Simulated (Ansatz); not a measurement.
**CH3OSi−: a relaxation**

Aim: see where a relaxation from this start ends.

Program: Ansatz 0.2.0, Gaussian basis. Level of theory: Hartree-Fock/def2-SVP. These are calculated values, not measurements.

The start, displaced at random: SMILES `C1O[SiH-]1`, 6 atoms, charge -1, spin multiplicity 1.

Atoms are counted from 1 here; the program's logs count them from 0.

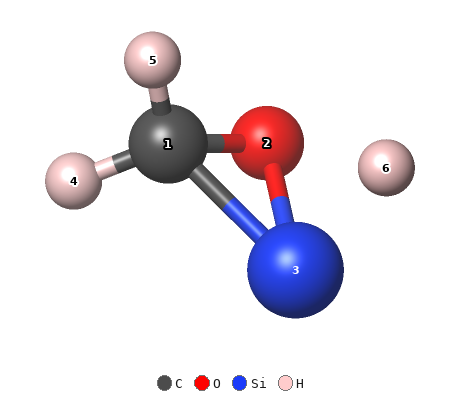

As it starts; carbon dark grey, oxygen red, silicon blue, hydrogen pink; atoms are numbered from 1 in the order of the file.

As a file:

```
C    -0.06417   -0.23773   -0.55450
O    -0.96634   -0.60857    0.41912
Si   -0.44940    1.10794    0.74475
H    -0.32688    0.02572   -1.57702
H     0.78182   -0.82805   -0.64569
H     0.85315    0.56381    1.81424
```

The structure above is the start of the run; the results belong to its end.

```
           quantity         value
              steps             6
      energy change  -55.3 kJ/mol
 last largest force   0.1597 eV/Å
RMSD from the start       0.097 Å
```

What this shows: It converged in 6 steps at a force tolerance of 0.2 eV/Å. So loose a tolerance leaves the structure only roughly relaxed.

**Question.** Which input and command would start the first run of this session?

One input that does so (others would too):

Input file run/in.yaml:

```yaml
crystal:
  periodic: [false, false, false]
  atoms:
    - {symbol: C, position_ang: [-0.064166, -0.237732, -0.554500]}
    - {symbol: O, position_ang: [-0.966338, -0.608565, 0.419116]}
    - {symbol: Si, position_ang: [-0.449401, 1.107943, 0.744752]}
    - {symbol: H, position_ang: [-0.326882, 0.025718, -1.577022]}
    - {symbol: H, position_ang: [0.781825, -0.828055, -0.645693]}
    - {symbol: H, position_ang: [0.853149, 0.563809, 1.814242]}
basis:
  gaussian: {orbitals: def2-SVP}
total_charge: -1
hamiltonian: {xc: hf}
relax: {f_tol: 0.2, max_steps: 80, max_displacement: 0.5}
```

Launch:

```
ansatz run in.yaml --threads 2 --pin off --events-out ev --progress --plain --max-ram 3481MiB
```
